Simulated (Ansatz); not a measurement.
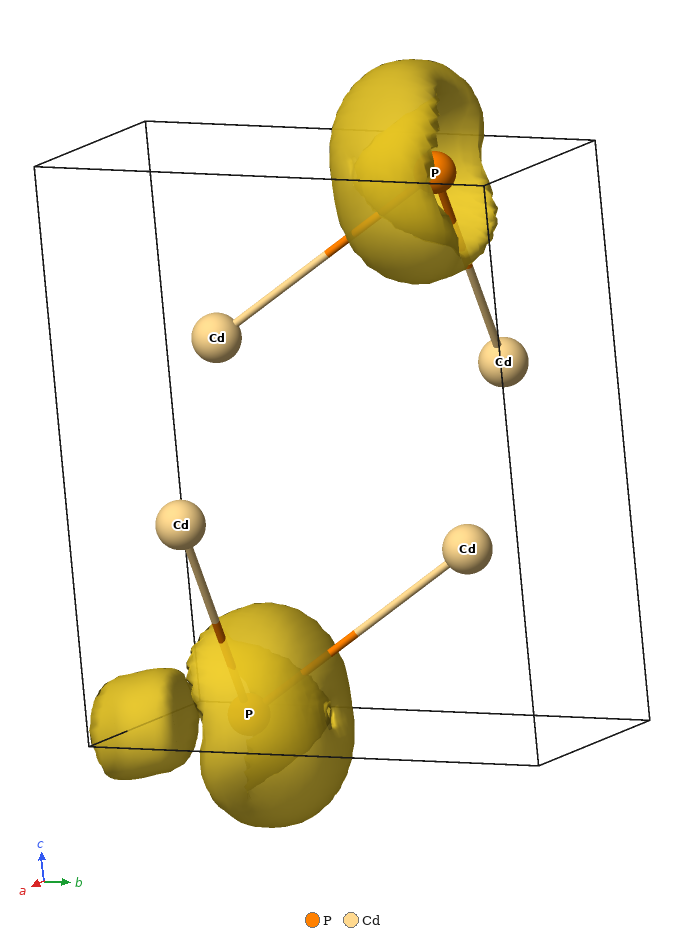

Figure. Cd2P. Isosurface of the ELF at 0.75 (yellow), seen slightly off an axis. Only the valence region is drawn (cores and ρ < 0.01 e/Å³ removed). Sticks mark near contacts.

Space group P-1; built by placing these elements on a known structure type; computed pressure about 20 GPa in this cell.

Level of theory: DFT, PAW plane waves, r2SCAN in Ansatz.

### Describe the localisation domains.

The ELF exceeds this value in one region between bonded P–P atoms and two regions wrapped around P (the valence shell of each), counted in one cell of 6 atoms. Regions shared between cells count once. Profiles from the grid: P–P (2.12 Å): the ELF peaks at about 0.90 between the atoms. Cd–P (2.56 Å): the ELF peaks at about 0.90 in the valence shell of P, 0.8 Å from its nucleus, and is about 0.40 at the midpoint.
